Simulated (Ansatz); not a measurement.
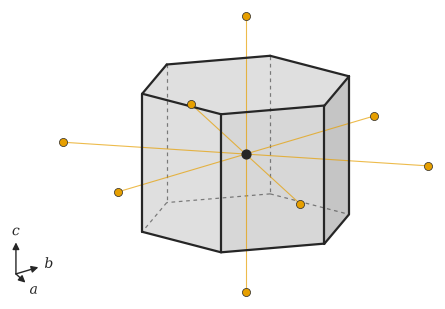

Crystal: BeB3N3, the geometry relaxed with DFT PBE, scalar-relativistic, plane waves, PAW (Ansatz); the starting structure was generated, so it need not be a known form of this composition. The Wigner–Seitz cell of the crystal's lattice, with lines to the lattice points that define its faces. The drawing is computed from the coordinates (standard cell, symmetry found to 0.002 Å).

a = 4.869 Å, b = 4.869 Å, c = 3.739 Å, α = 90.00°, β = 90.00°, γ = 120.00°; space group No. 183, P6mm.

Question: Describe the polyhedron.

Answer: A hexagonal prism: 8 faces (6 with 4 edges, 2 with 6 edges), 18 edges, 12 vertices. Its volume is that of the primitive cell, 76.8 Å³.

Question: Which lattice vectors do the faces bisect?

Answer:
```json
{"example": "c", "length (Å)": "3.74", "faces": "2", "edges of each": "6", "area (Å²)": "20.5"}
{"example": "a + b", "length (Å)": "4.87", "faces": "6", "edges of each": "4", "area (Å²)": "10.5"}
```
